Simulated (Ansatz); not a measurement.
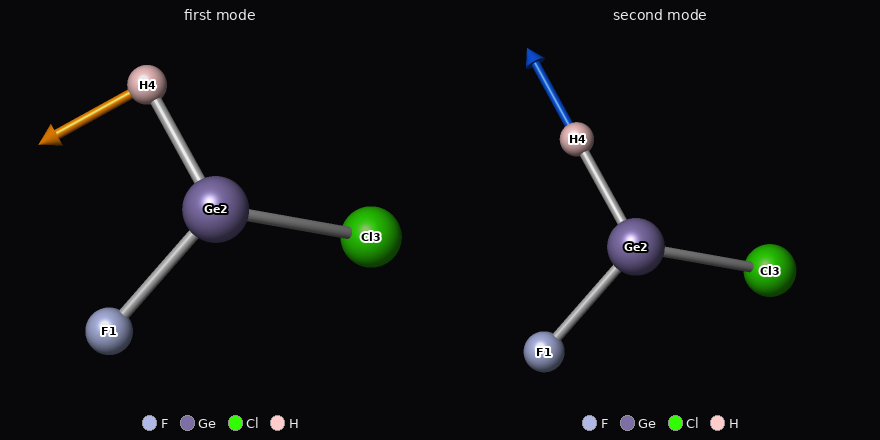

The system is ClFGeH, SMILES [F][GeH][Cl], spin multiplicity 2; the picture shows the reference structure; its two panels give the patterns of the first and the second mode as arrows. First axis: normal mode 4 (681 cm⁻¹). Second axis: normal mode 6 (2133 cm⁻¹). Nothing is relaxed (straight displacements along the two mass-weighted modes). The grid has 11 × 11 points. Points are written as (first, second). Energies: kJ/mol, counted from the relaxed molecule at the same level. The calculation used Ansatz, UHF-MP2, frozen core/def2-TZVP.

Its coordinates:

| atom | x (Å) | y (Å) | z (Å) |
| --- | --- | --- | --- |
| F | 0.4634 | -0.6197 | 1.4414 |
| Ge | 0.4821 | -0.0775 | -0.2053 |
| Cl | -1.3120 | -0.8237 | -1.0962 |
| H | 0.4219 | 1.4607 | -0.1601 |

Range: normal mode 4 (681 cm⁻¹) from −0.481 to 0.481 amu½·Å; normal mode 6 (2133 cm⁻¹) from −0.189 to 0.189 amu½·Å.

Predict the map.

Answer. The lowest grid point is at (0.000 amu½·Å, 0.000 amu½·Å), 0.0 kJ/mol from the relaxed molecule at the same level. It is the only kind of minimum in the scanned range. The highest grid point, (0.481 amu½·Å, 0.189 amu½·Å), lies 48.6 kJ/mol above the lowest.

```tsv
normal mode 6 (2133 cm⁻¹) ↓, normal mode 4 (681 cm⁻¹) →	−0.481	−0.385	−0.288	−0.192	−0.096	0.000	0.096	0.192	0.288	0.385	0.481
0.189	48.2	38.9	31.5	26.2	23.0	22.0	23.0	26.2	31.6	39.1	48.6
0.151	40.8	31.5	24.2	19.0	15.9	14.8	15.9	19.0	24.3	31.7	41.3
0.114	34.1	25.0	17.9	12.9	9.8	8.8	9.8	12.9	18.0	25.3	34.7
0.076	28.4	19.6	12.8	8.0	5.1	4.1	5.1	8.0	12.9	19.9	29.1
0.038	23.8	15.4	9.1	4.6	2.0	1.1	2.0	4.7	9.2	15.9	24.6
0.000	20.6	12.8	7.1	3.1	0.8	0.0	0.8	3.1	7.3	13.3	21.5
−0.038	19.0	12.1	7.1	3.8	1.9	1.2	1.9	3.8	7.3	12.6	20.1
−0.076	19.3	13.5	9.5	7.0	5.7	5.2	5.6	7.1	9.8	14.1	20.5
−0.114	21.8	17.4	14.8	13.3	12.6	12.4	12.6	13.4	15.0	18.1	23.1
−0.151	26.9	24.4	23.4	23.2	23.4	23.5	23.4	23.3	23.6	25.1	28.3
−0.189	35.0	34.7	35.8	37.3	38.6	39.0	38.5	37.3	36.0	35.5	36.5
```

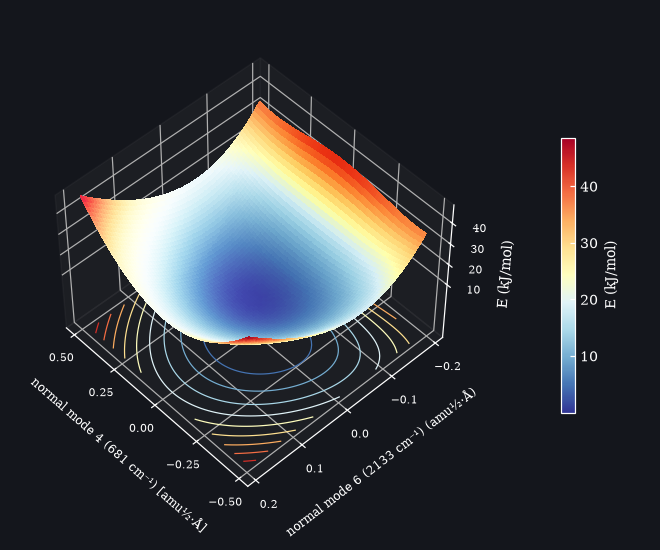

Drawn: a relief with its contours projected below. Between grid points the surface is interpolated.

Time for the 121 points that were run: 23 min on 1 thread of Arm Neoverse V2 (shared host).
